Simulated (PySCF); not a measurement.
## C5H8AlF3O: NMR shielding calculation

The run: NMR shielding calculation of C5H8AlF3O. Method and program: GIAO PBE0/pcSseg-1 NMR shielding, non-relativistic, gas phase (PySCF 2.14.0).

The geometry comes from this level: GFN2-xTB. It belongs to a series of runs on one base structure; here: H on C replaced by CF=CF2. Figures and captions count atoms from 1; the log counts them from 0 in places.

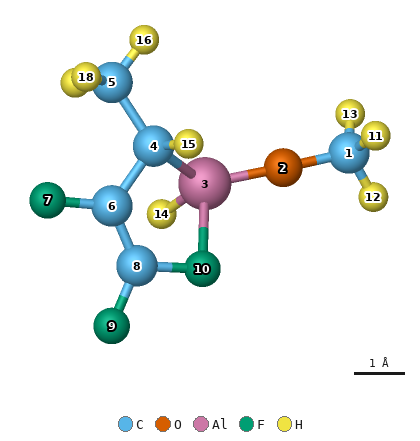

*The structure as given in the input (ball-and-stick view, seen at a tilt; atoms are numbered from 1 in the order of the input). Sticks mark near contacts.*

**Key numbers**

- outcome: converged
- total energy: −811.736966 hartree
- HOMO: −6.85 eV
- LUMO: 0.11 eV
- dipole moment: 2.13 D
- isotropic shielding, C: 19.7 to 178.1 ppm
- isotropic shielding, O: 311.2 ppm
- isotropic shielding, Al: 455.4 ppm
- isotropic shielding, F: 286.6 to 346.8 ppm
- isotropic shielding, H: 27.4 to 30.6 ppm
- hardware: 1 CPU thread, shared host
- wall time: 1.7 min
- peak memory: 0.96 GiB

**Input file**
```
{"job": {"kind": "nmr", "xc": "PBE0", "basis": "pcSseg-1"}, "charge": 0, "multiplicity": 1}
C      3.337590    -0.815178     0.256275
O      1.959438    -0.802956     0.021080
Al     0.363479    -0.860953    -0.338390
C     -0.802892     0.837090    -0.582523
C     -1.104333     1.546298    -1.905805
C     -2.022000     0.238301     0.007838
F     -3.230124     0.487799    -0.517318
C     -1.917795    -0.619869     1.018918
F     -2.826920    -1.262825     1.731511
F     -0.652017    -0.887261     1.488394
H      3.653055     0.138861     0.683236
H      3.588489    -1.618752     0.951401
H      3.872397    -0.979109    -0.681957
H     -0.272199    -2.160980    -0.822780
H     -0.432003     1.599242     0.125990
H     -0.188352     1.969804    -2.309713
H     -1.506313     0.846308    -2.634262
H     -1.828260     2.350498    -1.768312
```

The first line tells a small driver script what to run in PySCF; the rest is the geometry in Å.

Launched with:
```bash
OMP_NUM_THREADS=1 python <driver script> task.json out
```

**The program's output**
```
coarse grid: 16360 points
cycle   1  E = -811.4528541002  dE =  1.437e+00  |g| = 1.023e+00  |ddm| = 3.861e+00
cycle   2  E = -811.0796612556  dE =  3.732e-01  |g| = 1.733e+00  |ddm| = 1.975e+00
cycle   3  E = -811.6425053573  dE = -5.628e-01  |g| = 1.460e-01  |ddm| = 1.414e+00
cycle   4  E = -811.6453951482  dE = -2.890e-03  |g| = 8.638e-02  |ddm| = 1.543e-01
cycle   5  E = -811.6467299033  dE = -1.335e-03  |g| = 1.443e-02  |ddm| = 6.108e-02
cycle   6  E = -811.6467616989  dE = -3.180e-05  |g| = 5.598e-03  |ddm| = 1.237e-02
cycle   7  E = -811.6467680091  dE = -6.310e-06  |g| = 1.155e-03  |ddm| = 4.668e-03
final grid: 156928 points
cycle   8  E = -811.7369359119  dE = -4.678e-05  |g| = 1.240e-02  |ddm| = 2.765e-02
cycle   9  E = -811.7369041210  dE =  3.179e-05  |g| = 1.845e-02  |ddm| = 1.925e-02
cycle  10  E = -811.7369651005  dE = -6.098e-05  |g| = 1.559e-03  |ddm| = 1.170e-02
cycle  11  E = -811.7369656005  dE = -5.000e-07  |g| = 3.105e-04  |ddm| = 1.311e-03
cycle  12  E = -811.7369656177  dE = -1.715e-08  |g| = 1.261e-04  |ddm| = 2.995e-04
cycle  13  E = -811.7369656202  dE = -2.523e-09  |g| = 3.875e-05  |ddm| = 1.085e-04
cycle  14  E = -811.7369656205  dE = -3.133e-10  |g| = 1.044e-05  |ddm| = 4.242e-05
```

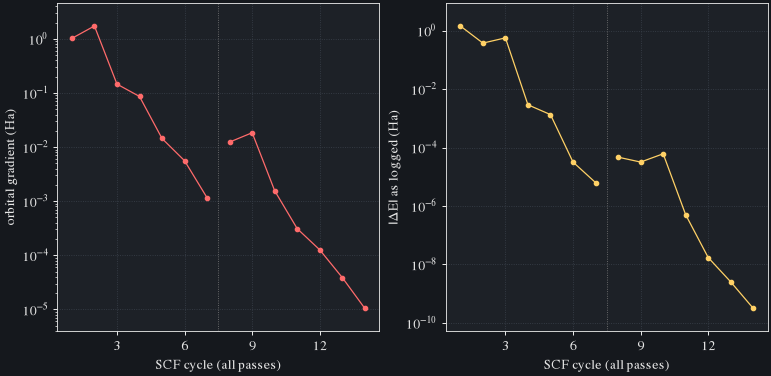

*Convergence of the self-consistent field: orbital gradient and size of the energy change against the SCF cycle. The dotted line marks the change from a coarse to the final integration grid.*

The first 7 cycles use a coarse grid, the final grid takes over at cycle 8, and the field converges after 14 cycles in all.

```
converged SCF energy = -811.7369656205

GIAO shielding tensors (ppm)
atom      isotropic    diamagn.    paramagn.     s11        s22        s33       span
  0 C      130.754     238.398    -107.643    102.854    104.562    184.847     81.994
  1 O      311.157     403.603     -92.447    276.540    307.465    349.465     72.926
  2 Al     455.414     797.370    -341.956    394.232    478.097    493.914     99.682
  3 C      166.545     257.215     -90.670    158.433    165.673    175.529     17.096
  4 C      178.149     243.836     -65.687    171.667    176.851    185.928     14.261
  5 C       39.525     258.868    -219.343      1.803     39.934     76.839     75.036
  6 F      346.822     469.753    -122.930    266.608    334.811    439.047    172.439
  7 C       19.706     252.214    -232.508    -38.868     44.440     53.545     92.413
  8 F      286.604     469.180    -182.576    271.134    274.136    314.542     43.408
  9 F      315.266     479.205    -163.938    225.582    329.491    390.727    165.145
 10 H       27.428      28.450      -1.021     22.861     25.224     34.201     11.340
 11 H       27.374      27.007       0.367     22.817     25.044     34.260     11.443
 12 H       27.377      26.982       0.395     22.827     25.015     34.288     11.461
 13 H       28.263      30.903      -2.640     24.765     26.174     33.849      9.083
 14 H       29.886      34.384      -4.498     25.322     29.355     34.981      9.659
 15 H       30.450      29.567       0.883     25.189     28.668     37.493     12.304
 16 H       30.640      29.389       1.252     26.491     28.373     37.058     10.567
 17 H       30.185      28.289       1.895     24.955     28.249     37.350     12.395
```

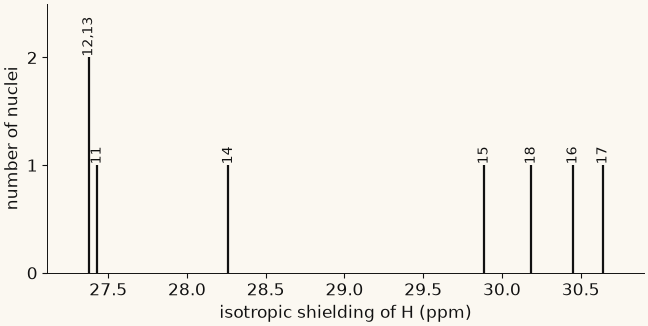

*Isotropic shieldings of the hydrogen nuclei in this fixed geometry, labelled by atom number; shielding grows to the right, so chemical shift grows to the left.*

The least shielded is H12 (27.4 ppm), the most shielded H17 (30.6 ppm).

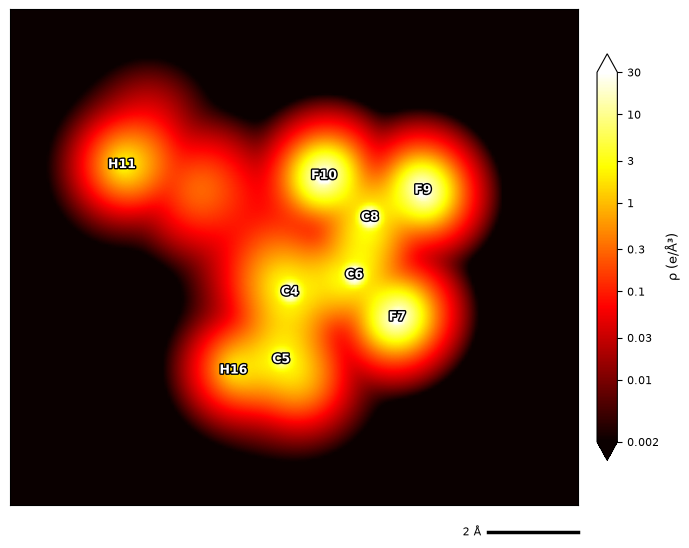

*Electron density on the plane of atoms F9, C8 and F10.*

C–F (1.32 Å): ρ is about 2.4 e/Å³ halfway. C–C (1.33 Å): ρ at the midpoint is about 2.3 e/Å³. C–H (1.09 Å): ρ at the midpoint is about 2 e/Å³.

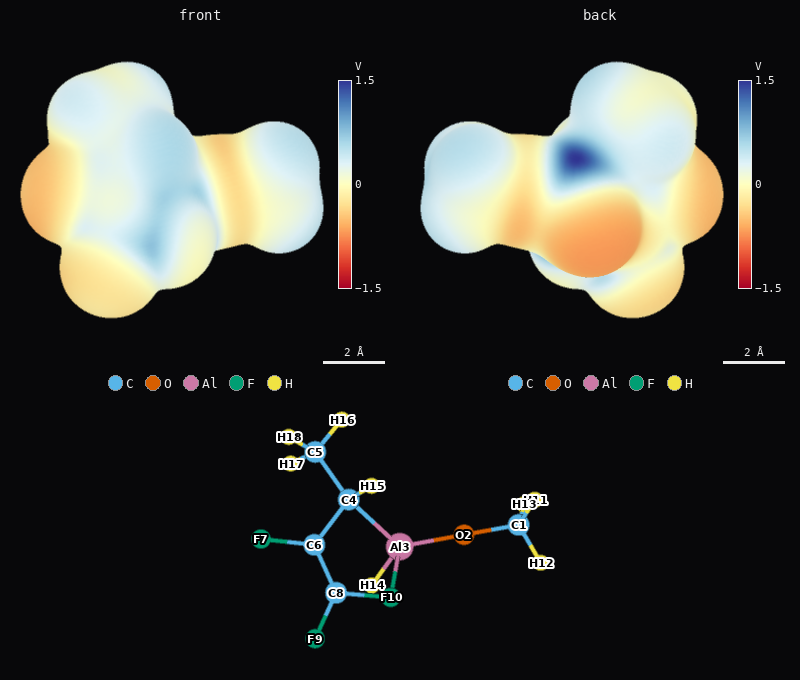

*The electrostatic potential painted on the density surface at 0.001 e/bohr³, seen at a tilt and from behind; the colour scale runs from red (negative) to blue (positive). The bare structure is drawn below in the same view.*

Its dipole moment is 2.13 D.
